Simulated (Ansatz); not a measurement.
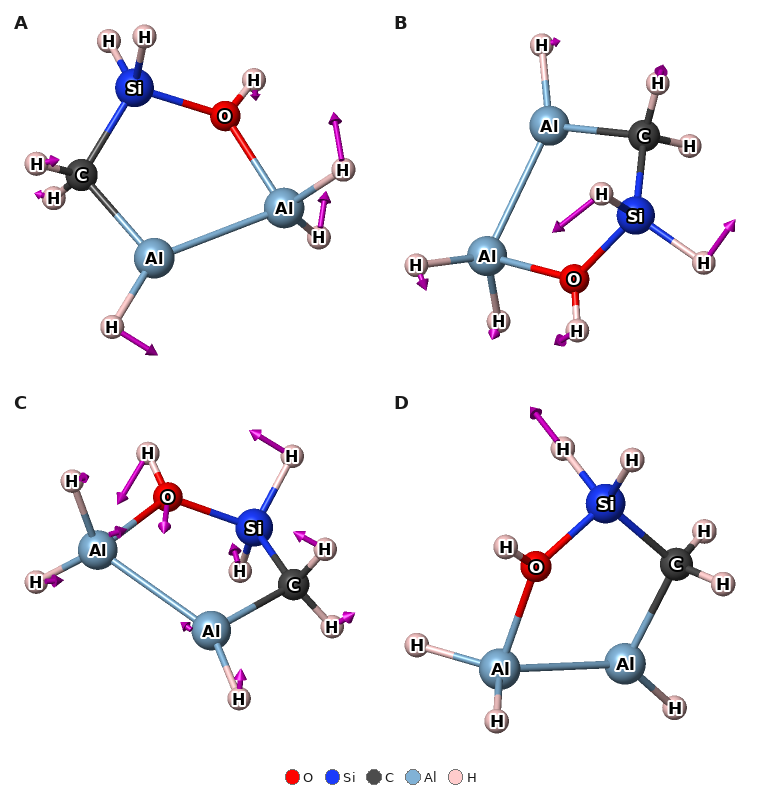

4 normal modes of one molecule or complex, as arrows. Harmonic vibrations computed with RKS PBE0-D4/def2-TZVP (Ansatz 0.2.0) at a stationary point of the same level.

Match the panels to the wavenumbers 365 cm⁻¹, 562 cm⁻¹, 722 cm⁻¹, 2231 cm⁻¹.

A: 562 cm⁻¹, angle bending
B: 722 cm⁻¹, H–Si–O bending
C: 365 cm⁻¹
D: 2231 cm⁻¹, Si–H stretching
